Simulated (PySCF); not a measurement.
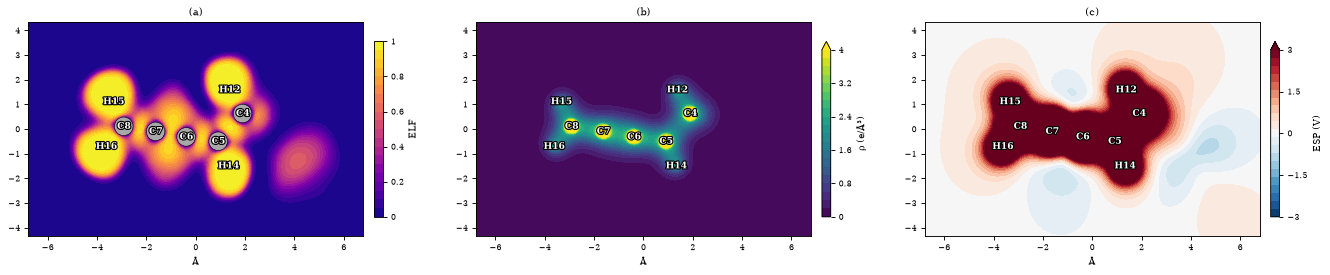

*C8H8 (SMILES C#CCCC=C=C=C). (a) electron localisation function; (b) total electron density; (c) molecular electrostatic potential on the plane of atoms H15, C8 and H16. Grey discs cover the atomic cores in the ELF map.*

Geometry: GFN2-xTB.

The calculation used PBE0/pcSseg-1, SCF density, gas phase, non-relativistic in PySCF.

```xyz
16

C    -3.4946    1.0794    0.1298
C    -2.5729    0.7000   -0.5321
C    -1.4561    0.2112   -1.3137
C    -0.6096   -0.8054   -0.5261
C     0.0492   -0.1572    0.6522
C     1.3492   -0.0577    0.7879
C     2.6029    0.0149    0.8724
C     3.9029    0.1114    0.9762
H    -4.3056    1.4229    0.6993
H    -1.8430   -0.2654   -2.2197
H    -0.8279    1.0566   -1.6103
H     0.1466   -1.2317   -1.1885
H    -1.2619   -1.6112   -0.1761
H    -0.6151    0.2644    1.3965
H     4.5591   -0.2961    0.2234
H     4.3692    0.5995    1.8174
```

**What do the fields say about this system?**

The plane passes through C and H nuclei.
C–H (1.08 Å): ρ is about 2 e/Å³ halfway; the ELF climbs to about 1 towards the hydrogen, as it does in any bond to H (an ordinary covalent bond to hydrogen).
C–C (1.26 Å): the density is about 2.5 e/Å³ at the midpoint; the ELF peaks at about 0.90 between the atoms; a short, multiple covalent bond.
C–C (1.31 Å): ρ at the midpoint is about 2.3 e/Å³; the ELF peaks at about 0.95 between the atoms (a multiple bond).
Outside the dense part of the molecule the potential is most negative (−0.8 V) near C1, which lies off the plane.
